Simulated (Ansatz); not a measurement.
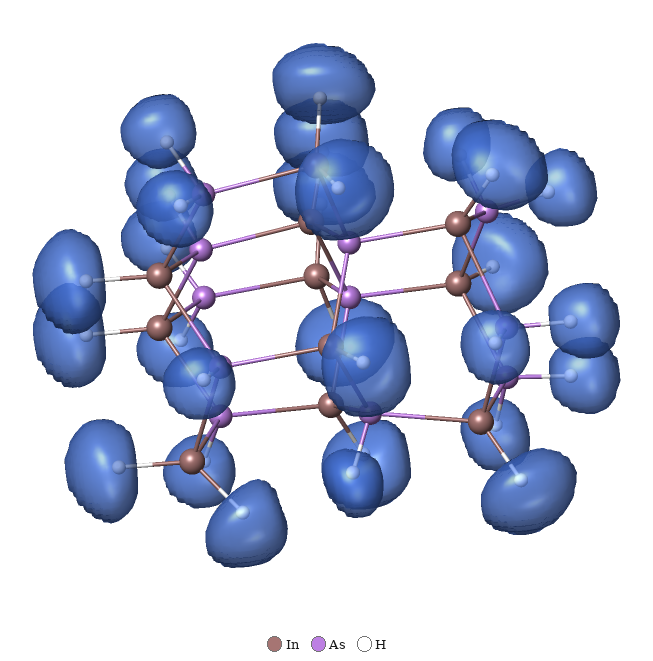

As₁₁H₂₈In₁₁. Isosurface of the ELF at 0.9 (blue), seen from one side. Core shells and regions of very low density are left out.

Geometry: PBE-D4/def2-SVP; core potentials replace the inner electrons of In.

These are results of RKS PBE0-D4/def2-TZVP in Ansatz, not measurements.

As₁₁H₂₈In₁₁, 50 atoms.

> Identify the bonds, lone pairs and shells in this picture.

The ELF exceeds this value in 28 regions around hydrogen nuclei. Profiles from the grid: In–As (2.62 Å): the ELF peaks at about 0.75 in the valence shell of As, 1.2 Å from its nucleus, and drops to about 0.20 between the two atoms. As–H (1.53 Å): the ELF climbs to about 1 towards the hydrogen, as it does in any bond to H.
